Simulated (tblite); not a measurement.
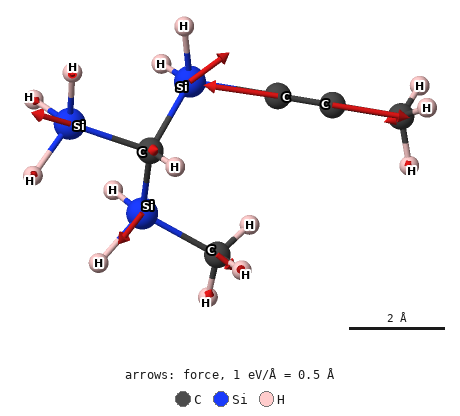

Starting geometry of C5H14Si3 with the computed forces as red arrows. A ball-and-stick model, seen at a tilt.

Level of theory: GFN2-xTB geometry optimisation, gas phase in tblite. 

> Is this structure relaxed? If not, where do the atoms go?

It isn't relaxed: the largest force vector, on a C atom, is 3.33 eV/Å. The final displacements have little in common with the starting forces (cosine between the two patterns 0.14). The largest move after the best rigid fit is that of an H atom, 0.36 Å. Largest moves by element: H 0.36 Å, C 0.18 Å, Si 0.15 Å. Among the contacts that change: C–Si 1.835 → 1.906 Å, C–Si 1.893 → 1.847 Å, C–Si 1.854 → 1.897 Å, C–C 1.479 → 1.446 Å. Among the angles between lasting bonds that change: Si–C–Si 105.6° → 111.4°, Si–C–H 112.0° → 106.9°, Si–C–H 111.5° → 106.4°. After 95 geometry steps the energy has fallen by 8.19 kcal/mol.
